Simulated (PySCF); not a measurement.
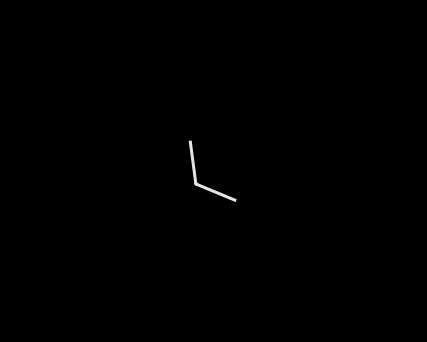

Skeletal drawing of a molecule.

**Give its SMILES.**

CCC

**What is the molecular formula?**

C3H8.

**An optimisation with PBE0-D3(BJ)/def2-SVP gave a structure of which point group?**

C2v.

The parts below concern this one geometry. Atoms keep their numbers from picture to picture. The geometry was computed by an optimisation with PBE0-D3(BJ)/def2-SVP. No frequency run is at hand to confirm it as a minimum.

### Geometry

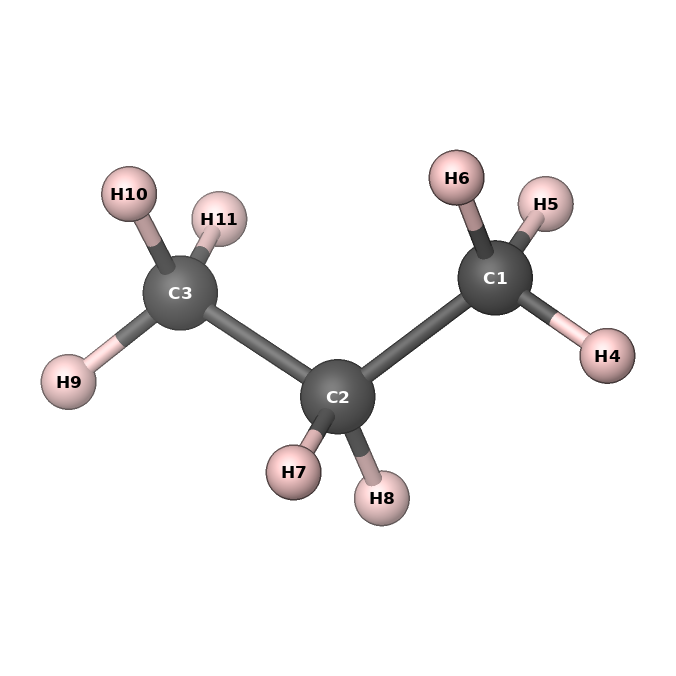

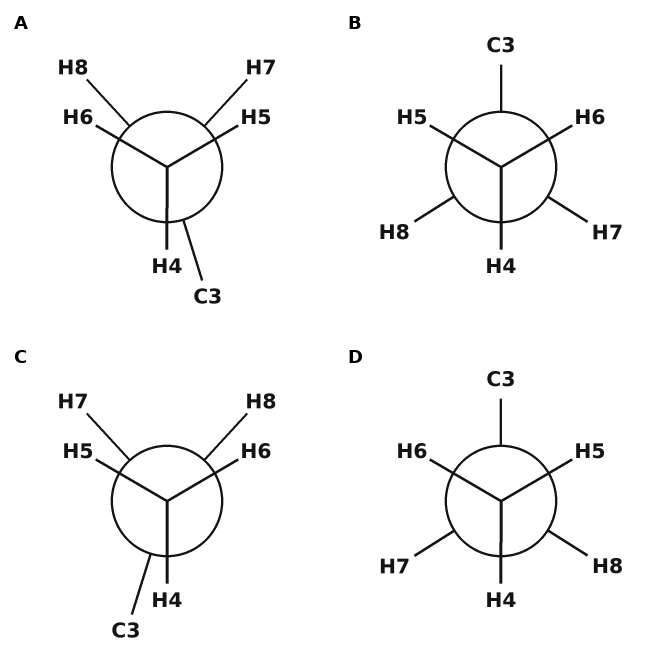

Depth is shown by fading: the farther an atom, the more it takes the colour of the background. Bonds that would overlap in a projection are set slightly apart. No frequency run is at hand to confirm it as a minimum.

**Which Newman projection shows the view along C1–C2, with C1 in front?**

D. The torsion angle H4–C1–C2–C3 is 180°, antiperiplanar (anti).

### NMR shielding

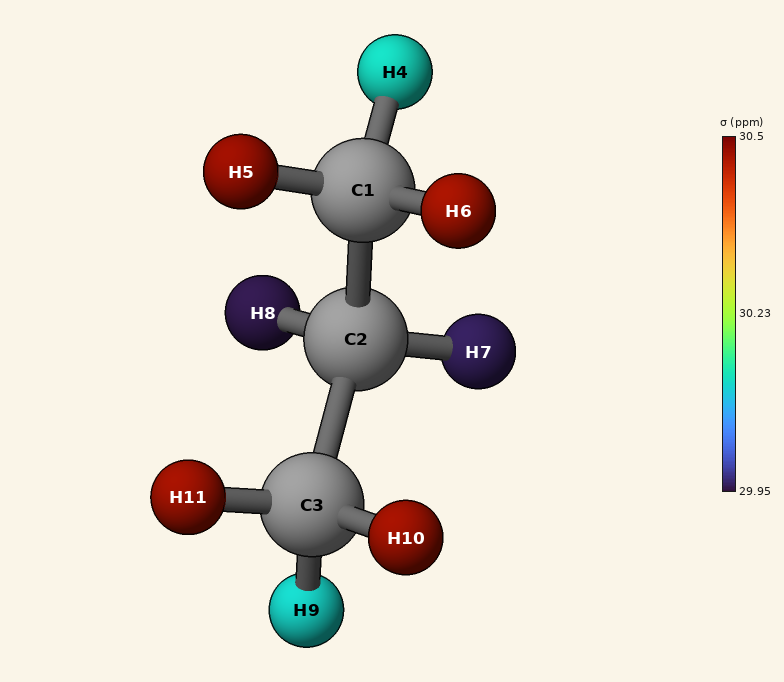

Atoms are coloured by their isotropic NMR shieldings (H only, the others grey). No frequency run is at hand to confirm it as a minimum. Properties computed with GIAO CAM-B3LYP/pcSseg-2 NMR shielding, non-relativistic, gas phase (PySCF 2.14.0).

Give the isotropic NMR shieldings of the H atoms atom by atom.

```csv
atom,σ (ppm)
H4,30.12
H5,30.48
H6,30.47
H7,29.96
H8,29.96
H9,30.12
H10,30.47
H11,30.47
```

### Charges

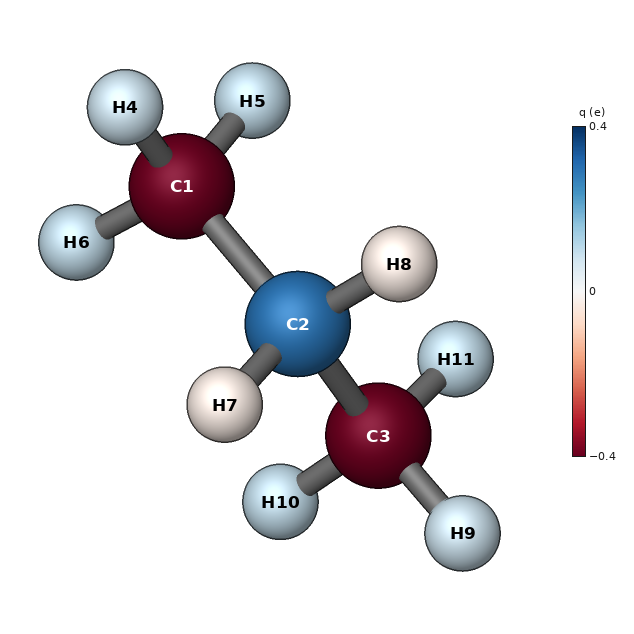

Atoms are coloured by their ESP-fitted charges. No frequency run is at hand to confirm it as a minimum. Method: PBE0/6-31G*, gas phase (PySCF 2.14.0).

**Which atom carries the highest charge (most positive or least negative)?**

C2 (0.30 e).

**And the lowest?**

C1, C3 (−0.39 e).

List the ESP-fitted charges.

```tsv
atom	value (e)
C1	−0.39
C2	0.30
C3	−0.39
H4	0.08
H5	0.10
H6	0.10
H7	−0.03
H8	−0.03
H9	0.08
H10	0.10
H11	0.10
```

### Electronic properties

No frequency run is at hand to confirm it as a minimum. Properties computed with PBE0/def2-TZVP, gas phase (PySCF 2.14.0).

Computed properties:

- dipole moment: 0.09 D
- HOMO energy (Kohn–Sham orbital): −9.07 eV
- LUMO energy (Kohn–Sham orbital): 1.27 eV
- HOMO–LUMO gap: 10.35 eV
